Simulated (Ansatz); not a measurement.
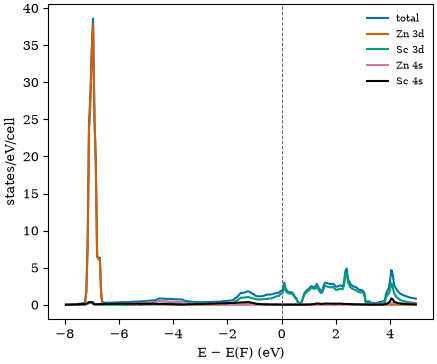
Total and projected density of states of ScZn (CsCl type, Pm-3m), PBEsol in the plane-wave PAW code Ansatz

Which orbitals carry the states next to the Fermi level?

Within 0.5 eV of the Fermi level: Sc 3d 79 %, outside the projected shells 18 %. Projections are on Löwdin-orthogonalised atomic valence shells; empty p or d shells of many metals are not among them.

Where is the tallest occupied peak in this window, and what makes it?

Near -6.9 eV, about 39 states/eV per cell; the largest projected share is Zn 3d.

The workflow started from an entry of the Crystallography Open Database (COD). Its standing as an ambient phase is unchecked. Symmetry was held in the PBEsol relaxation; of distortions, only those at the zone centre were tested. The run is not spin-polarised.

Potentials: the later of the program's two PAW sets.
